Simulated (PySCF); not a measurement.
**C3H6BFOS2: runs on many settings**

Aim: see how C3H6BFOS2 (`CO[C@@H]1SBS[C@@H]1F`) answers to the choice of functional, basis, grid and SCF options.

The runs use PySCF 2.14.0, with density-fitted response routines of our own; the level of theory stands in each step. All values are computed, except where a source is named. Atoms count from 0, in the outputs and in this text.

1 further run of the same task is left out (for a known fault of the program).

### 1 The starting structure

14 atoms, charge 0, multiplicity 1; geometry from: GFN2-xTB.

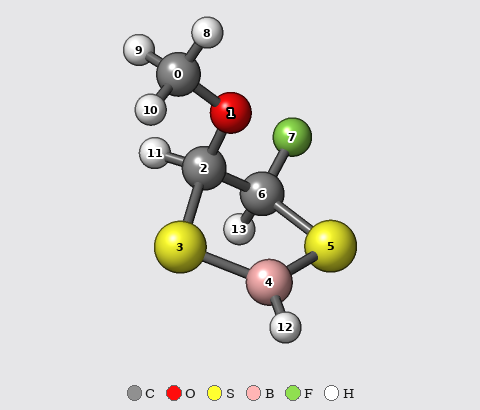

The starting geometry (carbon grey, oxygen red, sulfur yellow, boron pink, fluorine green, hydrogen white), atoms numbered.

### 2 Excited states and response: OPBE/3-21G

What the job is given:

```
{"job": {"kind": "uv", "xc": "OPBE", "basis": "3-21G", "nstates": 6, "ntriplets": 2, "tda": false, "scf": {"aux": "def2-qzvpp-jkfit"}}, "charge": 0, "multiplicity": 1}
C      1.831598     0.863076     0.922023
O      0.520220     0.344822     0.957122
C      0.218118    -0.523771    -0.065356
S     -0.071244     0.396722    -1.661401
B     -1.771094     0.788402    -1.306813
S     -2.513890    -0.107984     0.027212
C     -1.082992    -1.251575     0.258333
F     -1.051642    -1.737472     1.522028
H      1.920785     1.515837     1.786801
H      2.570388     0.057202     0.985887
H      1.998296     1.434497     0.003105
H      1.031078    -1.238275    -0.260176
H     -2.364976     1.562548    -1.935114
H     -1.235322    -2.104501    -0.415744
```

Level: TDDFT OPBE/3-21G, vertical, gas phase, core orbitals frozen in the response.

Command:

```
> OMP_NUM_THREADS=1 python probes_run.py task.json out
```

The driver reads the jobs from task.json and runs them one after another.

The program printed:

```text
final grid: 123368 points
cycle   1  E = -1108.2404975490  dE =  4.840e-01  |g| = 6.784e-01  |ddm| = 4.087e+00
cycle   2  E = -1107.9127986679  dE =  3.277e-01  |g| = 1.476e+00  |ddm| = 2.686e+00
cycle   3  E = -1108.3308255968  dE = -4.180e-01  |g| = 1.279e-01  |ddm| = 1.887e+00
cycle   4  E = -1108.3339927001  dE = -3.167e-03  |g| = 8.374e-02  |ddm| = 3.277e-01
cycle   5  E = -1108.3358474605  dE = -1.855e-03  |g| = 1.762e-02  |ddm| = 1.353e-01
cycle   6  E = -1108.3359291343  dE = -8.167e-05  |g| = 4.659e-03  |ddm| = 3.051e-02
cycle   7  E = -1108.3359351582  dE = -6.024e-06  |g| = 1.496e-03  |ddm| = 8.326e-03
cycle   8  E = -1108.3359357842  dE = -6.260e-07  |g| = 2.335e-04  |ddm| = 2.746e-03
cycle   9  E = -1108.3359357991  dE = -1.488e-08  |g| = 9.862e-05  |ddm| = 5.599e-04
cycle  10  E = -1108.3359358019  dE = -2.874e-09  |g| = 1.922e-05  |ddm| = 1.939e-04
cycle  11  E = -1108.3359358020  dE = -8.367e-11  |g| = 1.077e-05  |ddm| = 4.331e-05
converged SCF energy = -1108.3359358020

Static polarisability (au): isotropic 73.840, principal 53.575 79.834 88.111

Singlet excitations
state   eV       nm        f      main configurations
  1   4.7335    261.9   0.00385   H-1->L 0.96
  2   5.2766    235.0   0.09828   H->L 0.91
  3   5.7652    215.1   0.00027   H->L+1 0.98
  4   5.9432    208.6   0.02901   H-1->L+1 0.89
  5   6.0705    204.2   0.00397   H-3->L 0.64, H-2->L 0.31
  6   6.1447    201.8   0.00024   H-4->L 0.41, H-2->L 0.41, H-3->L 0.16

Triplet excitations (Tamm-Dancoff, eV): 4.3065 4.5849
```

Run time: 81 s. Hardware: 1 thread of Intel Xeon at 2.50GHz, shared host.

Frontier orbitals and where they lie:

```csv
orbital,eV,atoms
HOMO−3,-7.68,"O1 34 %, S5 14 %, F7 14 %"
HOMO−2,-7.61,"S3 36 %, S5 34 %, B4 10 %"
HOMO−1,-6.34,"O1 63 %, S3 17 %, H10 5 %"
HOMO,-6.27,"S5 48 %, S3 42 %"
LUMO,-1.67,"B4 70 %, S5 13 %, S3 11 %"
LUMO+1,-0.65,"S3 24 %, S5 21 %, C2 20 %"
LUMO+2,0.41,"C6 26 %, S5 22 %, C2 16 %"
```

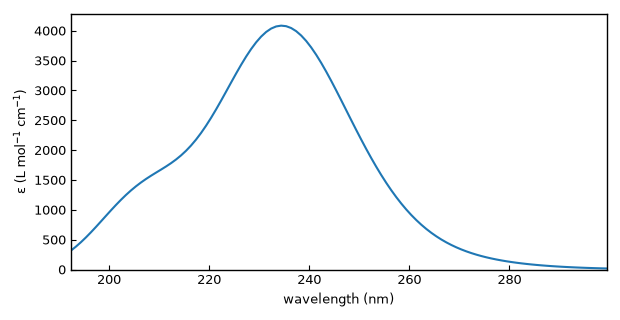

Absorption spectrum: each of the 6 states is a Gaussian band of 0.4 eV half-width at 1/e. Beyond the last state computed it falls off for lack of states.

Further results of this job:

```csv
property,computed
dipole moment (D),2.81
polarisability (Å³),10.94
HOMO–LUMO gap (eV),4.60
−ε(HOMO) (eV),6.27
```

### 3 Excited states and response: revPBE/3-21G

Settings changed since step 2:

```diff
@@ -1,2 +1,2 @@
-{"job": {"kind": "uv", "xc": "OPBE", "basis": "3-21G", "nstates": 6, "ntriplets": 2, "tda": false, "scf": {"aux": "def2-qzvpp-jkfit"}}, "charge": 0, "multiplicity": 1}
+{"job": {"kind": "uv", "xc": "revPBE", "basis": "3-21G", "nstates": 6, "ntriplets": 0, "tda": true}, "charge": 0, "multiplicity": 1}
 C      1.831598     0.863076     0.922023
```

Method: TDA revPBE/3-21G, vertical, gas phase, core orbitals frozen in the response.

The program printed:

```text
coarse grid: 13488 points
cycle   1  E = -1108.1231749180  dE =  4.823e-01  |g| = 6.893e-01  |ddm| = 4.067e+00
cycle   2  E = -1107.7531687391  dE =  3.700e-01  |g| = 1.567e+00  |ddm| = 2.774e+00
cycle   3  E = -1108.2140608914  dE = -4.609e-01  |g| = 1.396e-01  |ddm| = 1.987e+00
cycle   4  E = -1108.2175577706  dE = -3.497e-03  |g| = 9.501e-02  |ddm| = 3.490e-01
cycle   5  E = -1108.2198377409  dE = -2.280e-03  |g| = 2.143e-02  |ddm| = 1.491e-01
cycle   6  E = -1108.2199582782  dE = -1.205e-04  |g| = 4.811e-03  |ddm| = 3.548e-02
cycle   7  E = -1108.2199644125  dE = -6.134e-06  |g| = 1.817e-03  |ddm| = 8.787e-03
final grid: 123368 points
cycle   8  E = -1108.2855663905  dE = -1.354e-05  |g| = 1.837e-02  |ddm| = 3.831e-02
cycle   9  E = -1108.2853894392  dE =  1.770e-04  |g| = 3.265e-02  |ddm| = 5.778e-02
cycle  10  E = -1108.2856468507  dE = -2.574e-04  |g| = 2.170e-03  |ddm| = 4.035e-02
cycle  11  E = -1108.2856479798  dE = -1.129e-06  |g| = 4.345e-04  |ddm| = 3.187e-03
cycle  12  E = -1108.2856480299  dE = -5.010e-08  |g| = 2.027e-04  |ddm| = 1.041e-03
cycle  13  E = -1108.2856480404  dE = -1.054e-08  |g| = 3.301e-05  |ddm| = 2.745e-04
cycle  14  E = -1108.2856480406  dE = -1.978e-10  |g| = 1.605e-05  |ddm| = 5.707e-05
converged SCF energy = -1108.2856480406

Static polarisability (au): isotropic 74.045, principal 53.881 79.702 88.553

Singlet excitations
state   eV       nm        f      main configurations
  1   4.6577    266.2   0.00426   H-1->L 0.94
  2   5.3517    231.7   0.12555   H->L 0.84
  3   5.7031    217.4   0.00044   H->L+1 0.97
  4   5.8996    210.2   0.03041   H-1->L+1 0.80
  5   5.9699    207.7   0.00651   H-3->L 0.53, H-2->L 0.38
  6   6.0395    205.3   0.00046   H-2->L 0.36, H-4->L 0.34, H-3->L 0.27
```

Run time: 74 s. Hardware: 1 thread of Intel Xeon at 2.50GHz, shared host.

Key values: HOMO -6.10 eV, LUMO -1.57 eV; lowest singlet 4.66 eV.

### 4 Ultraviolet spectrum: PBE0/pcseg-1

Settings changed since step 3:

```diff
@@ -1,2 +1,2 @@
-{"job": {"kind": "uv", "xc": "revPBE", "basis": "3-21G", "nstates": 6, "ntriplets": 0, "tda": true}, "charge": 0, "multiplicity": 1}
+{"job": {"kind": "uv", "xc": "PBE0", "basis": "pcseg-1", "nstates": 6, "ntriplets": 2, "tda": false, "grid": 1}, "charge": 0, "multiplicity": 1}
 C      1.831598     0.863076     0.922023
```

With the program's defaults for keys left out, this is: TDDFT PBE0/pcseg-1, vertical, gas phase, core orbitals frozen in the response.

The program printed:

```text
final grid: 58664 points
cycle   1  E = -1113.4490642293  dE =  1.215e+00  |g| = 6.398e-01  |ddm| = 4.007e+00
cycle   2  E = -1113.3394083027  dE =  1.097e-01  |g| = 1.006e+00  |ddm| = 1.417e+00
cycle   3  E = -1113.5314531993  dE = -1.920e-01  |g| = 5.585e-02  |ddm| = 8.914e-01
cycle   4  E = -1113.5320544702  dE = -6.013e-04  |g| = 2.352e-02  |ddm| = 1.043e-01
cycle   5  E = -1113.5322032310  dE = -1.488e-04  |g| = 8.619e-03  |ddm| = 4.771e-02
cycle   6  E = -1113.5322220731  dE = -1.884e-05  |g| = 2.692e-03  |ddm| = 1.398e-02
cycle   7  E = -1113.5322238408  dE = -1.768e-06  |g| = 5.206e-04  |ddm| = 3.664e-03
cycle   8  E = -1113.5322238970  dE = -5.615e-08  |g| = 1.683e-04  |ddm| = 7.727e-04
cycle   9  E = -1113.5322239050  dE = -8.074e-09  |g| = 3.207e-05  |ddm| = 2.921e-04
cycle  10  E = -1113.5322239053  dE = -2.863e-10  |g| = 8.394e-06  |ddm| = 5.574e-05
converged SCF energy = -1113.5322239053

Static polarisability (au): isotropic 80.769, principal 61.454 86.643 94.210

Singlet excitations
state   eV       nm        f      main configurations
  1   5.3631    231.2   0.10096   H->L 0.95
  2   5.7610    215.2   0.00049   H->L+1 0.94
  3   5.8125    213.3   0.01395   H-1->L 0.91
  4   6.5352    189.7   0.01225   H-2->L 0.61, H-3->L 0.33
  5   6.7031    185.0   0.00691   H->L+2 0.44, H-1->L+1 0.41
  6   6.8459    181.1   0.04962   H-1->L+1 0.54, H->L+2 0.31

Triplet excitations (Tamm-Dancoff, eV): 4.3865 5.3140
```

Wall time 2 min (1 thread of Intel Xeon at 2.50GHz, shared host); peak memory 0.7 GiB.

In short: HOMO -7.38 eV, LUMO -1.04 eV; lowest singlet 5.36 eV.

### 5 Ultraviolet spectrum: BP86/def2-SVP in chloroform

Settings changed since step 4:

```diff
@@ -1,2 +1,2 @@
-{"job": {"kind": "uv", "xc": "PBE0", "basis": "pcseg-1", "nstates": 6, "ntriplets": 2, "tda": false, "grid": 1}, "charge": 0, "multiplicity": 1}
+{"job": {"kind": "uv", "xc": "BP86", "basis": "def2-SVP", "solvent": "chloroform", "nstates": 12, "ntriplets": 0, "tda": false}, "charge": 0, "multiplicity": 1}
 C      1.831598     0.863076     0.922023
```

Level: TDDFT BP86/def2-SVP, vertical, IEF-PCM chloroform (non-equilibrium linear response), core orbitals frozen in the response.

The program printed:

```text
coarse grid: 13488 points
cycle   1  E = -1113.5867920144  dE =  9.597e-01  |g| = 7.255e-01  |ddm| = 4.171e+00
cycle   2  E = -1113.2807910323  dE =  3.060e-01  |g| = 1.465e+00  |ddm| = 2.244e+00
cycle   3  E = -1113.6835054960  dE = -4.027e-01  |g| = 1.479e-01  |ddm| = 1.646e+00
cycle   4  E = -1113.6880355955  dE = -4.530e-03  |g| = 6.186e-02  |ddm| = 2.570e-01
cycle   5  E = -1113.6888287417  dE = -7.931e-04  |g| = 2.554e-02  |ddm| = 9.249e-02
cycle   6  E = -1113.6889860007  dE = -1.573e-04  |g| = 5.943e-03  |ddm| = 3.536e-02
cycle   7  E = -1113.6889945981  dE = -8.597e-06  |g| = 1.724e-03  |ddm| = 9.621e-03
final grid: 123368 points
cycle   8  E = -1113.8520396782  dE = -3.291e-05  |g| = 1.033e-02  |ddm| = 4.098e-02
cycle   9  E = -1113.8519787237  dE =  6.095e-05  |g| = 1.905e-02  |ddm| = 2.879e-02
cycle  10  E = -1113.8520643625  dE = -8.564e-05  |g| = 1.554e-03  |ddm| = 1.923e-02
cycle  11  E = -1113.8520647649  dE = -4.024e-07  |g| = 3.331e-04  |ddm| = 2.005e-03
cycle  12  E = -1113.8520648161  dE = -5.113e-08  |g| = 1.183e-04  |ddm| = 5.004e-04
cycle  13  E = -1113.8520648187  dE = -2.605e-09  |g| = 2.569e-05  |ddm| = 1.453e-04
cycle  14  E = -1113.8520648188  dE = -1.380e-10  |g| = 1.062e-05  |ddm| = 3.194e-05
converged SCF energy = -1113.8520648188

Static polarisability (au): isotropic 96.782, principal 75.087 101.297 113.963

Singlet excitations
state   eV       nm        f      main configurations
  1   4.7298    262.1   0.00450   H-1->L 0.95
  2   5.0411    245.9   0.11190   H->L 0.92
  3   5.4777    226.3   0.00077   H->L+1 0.99
  4   5.8289    212.7   0.03372   H-1->L+1 0.95
  5   6.0449    205.1   0.00388   H-3->L 0.54, H-2->L 0.44
  6   6.1619    201.2   0.00345   H-4->L 0.94
  7   6.3960    193.8   0.04281   H-2->L 0.33, H-3->L 0.29, H->L+2 0.20
  8   6.4947    190.9   0.01183   H->L+2 0.72, H-2->L 0.09
  9   6.7561    183.5   0.03352   H-1->L+2 0.88
 10   6.8398    181.3   0.01316   H-2->L+1 0.76
 11   6.9534    178.3   0.01146   H-6->L 0.41, H-5->L 0.41
 12   7.0433    176.0   0.02667   H-6->L 0.43, H-5->L 0.40
```

Wall time 85 s (1 thread of Intel Xeon at 2.50GHz, shared host); peak memory 0.6 GiB.

This run: HOMO -6.12 eV, LUMO -1.72 eV; lowest singlet 4.73 eV.

### 6 Ultraviolet spectrum: PBE0/def2-SVPD

Settings changed since step 5:

```diff
@@ -1,2 +1,2 @@
-{"job": {"kind": "uv", "xc": "BP86", "basis": "def2-SVP", "solvent": "chloroform", "nstates": 12, "ntriplets": 0, "tda": false}, "charge": 0, "multiplicity": 1}
+{"job": {"kind": "uv", "xc": "PBE0", "basis": "def2-SVPD", "nstates": 25, "ntriplets": 0, "tda": false, "scf": {"level_shift": 0.2}}, "charge": 0, "multiplicity": 1}
 C      1.831598     0.863076     0.922023
```

Level: TDDFT PBE0/def2-SVPD, vertical, gas phase, core orbitals frozen in the response.

The program printed:

```text
final grid: 123368 points
cycle   1  E = -1113.0254170776  dE =  1.221e+00  |g| = 8.249e-01  |ddm| = 4.919e+00
cycle   2  E = -1113.0308441560  dE = -5.427e-03  |g| = 9.177e-01  |ddm| = 2.124e+00
cycle   3  E = -1113.1770417786  dE = -1.462e-01  |g| = 1.720e-01  |ddm| = 9.080e-01
cycle   4  E = -1113.1840800077  dE = -7.038e-03  |g| = 4.271e-02  |ddm| = 3.131e-01
cycle   5  E = -1113.1844343373  dE = -3.543e-04  |g| = 7.831e-03  |ddm| = 6.996e-02
cycle   6  E = -1113.1844543927  dE = -2.006e-05  |g| = 3.421e-03  |ddm| = 2.462e-02
cycle   7  E = -1113.1844581105  dE = -3.718e-06  |g| = 1.076e-03  |ddm| = 9.898e-03
cycle   8  E = -1113.1844586167  dE = -5.063e-07  |g| = 2.904e-04  |ddm| = 3.739e-03
cycle   9  E = -1113.1844586967  dE = -7.997e-08  |g| = 1.427e-04  |ddm| = 1.664e-03
cycle  10  E = -1113.1844587132  dE = -1.653e-08  |g| = 6.849e-05  |ddm| = 6.869e-04
cycle  11  E = -1113.1844587167  dE = -3.461e-09  |g| = 3.075e-05  |ddm| = 2.863e-04
cycle  12  E = -1113.1844587175  dE = -7.863e-10  |g| = 1.047e-05  |ddm| = 1.309e-04
level shift removed, Fock matrix diagonalised once more
converged SCF energy = -1113.1844587175

Static polarisability (au): isotropic 92.310, principal 76.532 95.737 104.660

Singlet excitations
state   eV       nm        f      main configurations
  1   5.2852    234.6   0.10099   H->L 0.95
  2   5.6455    219.6   0.00059   H->L+1 0.95
  3   5.8031    213.7   0.01190   H-1->L 0.93
  4   6.4842    191.2   0.01081   H-2->L 0.40, H-3->L 0.22, H->L+3 0.14
  5   6.5159    190.3   0.00406   H->L+3 0.25, H->L+2 0.25, H-2->L 0.23
  6   6.6757    185.7   0.02848   H-1->L+1 0.75, H->L+2 0.19
  7   6.7589    183.4   0.01799   H->L+3 0.46, H->L+2 0.36, H-1->L+1 0.11
  8   6.9281    179.0   0.03025   H-3->L 0.63, H-2->L 0.27
  9   7.1118    174.3   0.02841   H-2->L+1 0.48, H->L+4 0.30, H->L+3 0.09
 10   7.2400    171.2   0.00917   H-4->L 0.87
 11   7.2727    170.5   0.00173   H->L+4 0.50, H-2->L+1 0.34
 12   7.3730    168.2   0.02834   H-1->L+2 0.88
 13   7.4262    167.0   0.02352   H->L+5 0.93
 14   7.5857    163.4   0.00930   H-5->L 0.65, H-1->L+3 0.19
 15   7.5969    163.2   0.03005   H-1->L+3 0.62, H-5->L 0.20
 16   7.6671    161.7   0.01082   H-3->L+1 0.43, H->L+6 0.34
 17   7.7860    159.2   0.00714   H-3->L+1 0.43, H->L+6 0.41
 18   7.9304    156.3   0.01162   H->L+7 0.85
 19   7.9576    155.8   0.02636   H-1->L+4 0.78
 20   8.0468    154.1   0.00497   H-4->L+1 0.36, H-2->L+2 0.33, H-2->L+3 0.24
 21   8.1113    152.9   0.07663   H->L+9 0.33, H-2->L+2 0.19, H->L+8 0.17
 22   8.1587    152.0   0.02332   H-4->L+1 0.28, H->L+9 0.26, H-2->L+3 0.16
 23   8.1758    151.6   0.00810   H-1->L+5 0.61, H->L+9 0.19
 24   8.1864    151.5   0.02904   H-2->L+3 0.23, H->L+8 0.23, H->L+9 0.16
 25   8.2653    150.0   0.01228   H-7->L 0.38, H-6->L 0.32, H-2->L+3 0.08
```

Run time: 4.2 min. Hardware: 1 thread of Intel Xeon at 2.50GHz, shared host; peak memory 0.93 GiB.

In short: HOMO -7.36 eV, LUMO -1.06 eV; lowest singlet 5.29 eV.

### 7 Run by run: electronic excitations

Excitations and ground-state properties, with basis size and wall time:

```csv
run,lowest singlet (eV),brightest (eV),f,gap (eV),α (Å³),μ (D),functions,time
OPBE/3-21G,4.73,5.28,0.098,4.60,10.94,2.81,92,81 s
revPBE/3-21G,4.66,5.35,0.126,4.52,10.97,2.74,92,74 s
PBE0/pcseg-1,5.36,5.36,0.101,6.34,11.97,2.48,150,2 min
BP86/def2-SVP in chloroform,4.73,5.04,0.112,4.39,14.34,2.94,150,85 s
PBE0/def2-SVPD,5.29,5.29,0.101,6.30,13.68,2.36,228,4.2 min
```

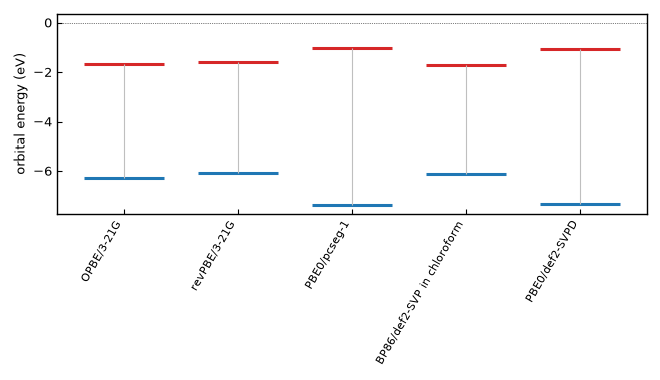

HOMO (blue) and LUMO (red) run by run.

### 8 What came out

| quantity | value |
| --- | --- |
| lowest singlet (OPBE/3-21G) | 4.73 eV (262 nm), f = 0.004 |
| brightest single state of those computed | state 2, 5.28 eV, f = 0.098 |
| lowest triplet | 4.31 eV |
| range of the lowest singlet | 4.66 to 5.36 eV |

What this shows: Single values in the summary come from the first run of each kind that ended normally (OPBE/3-21G), which need not be the best level. The first singlet state (HOMO−1→LUMO 0.96) lies at 4.73 eV and is weak; of the 6 states computed, the strongest absorption comes from state 2 at 5.28 eV. The lowest triplet lies 0.43 eV below the lowest singlet (triplets in Tamm-Dancoff, singlets in full TDDFT). The lowest singlet runs from 4.66 eV (revPBE/3-21G) to 5.36 eV (PBE0/pcseg-1), while the orbital gap spans 4.39 to 6.34 eV. The lowest state need not be the same one in every run. The runs solved for a few states only, so the brightest column depends on that window.
